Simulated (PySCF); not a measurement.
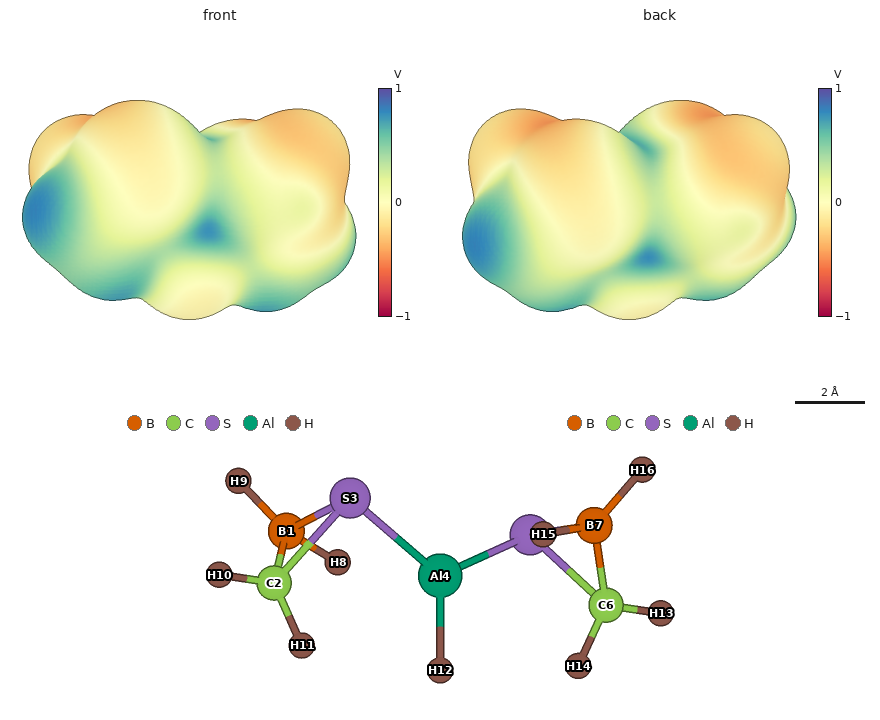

Figure 1: C2H9AlB2S2. The electrostatic potential painted on the density surface at 0.001 e/bohr³, seen from the front and from behind; the colour scale runs from red (negative) to blue (positive). The bare structure is drawn below in the same view.

Geometry: GFN2-xTB.

Method: PBE0/def2-SVPD, SCF density, gas phase (PySCF 2.14.0).

```xyz
16

B    -2.3548    0.8319    0.6556
C    -2.7205   -0.4752   -0.0945
S    -1.4937   -0.8811    1.2096
Al   -0.0097    0.1700   -0.1373
S     1.6035    1.6755    0.3674
C     2.6577    0.6782   -0.7574
B     2.4423   -0.1257    0.5508
H    -1.4911    1.5233    0.0906
H    -3.0301    1.3304    1.4660
H    -3.6415   -1.0078    0.1044
H    -2.3488   -0.6984   -1.0947
H    -0.1145   -0.1945   -1.6196
H     3.5760    1.2156   -0.9548
H     2.1456    0.4256   -1.6860
H     1.5351   -0.9732    0.4885
H     3.2370   -0.2182    1.4002
```

Q: Describe the electrostatic potential map.

A: The most negative region (about −0.5 V, or −12 kcal/mol for a unit charge) lies over S3 and S5, the most positive (about +0.8 V, or +18 kcal/mol for a unit charge) over Al4, H10 and H13.
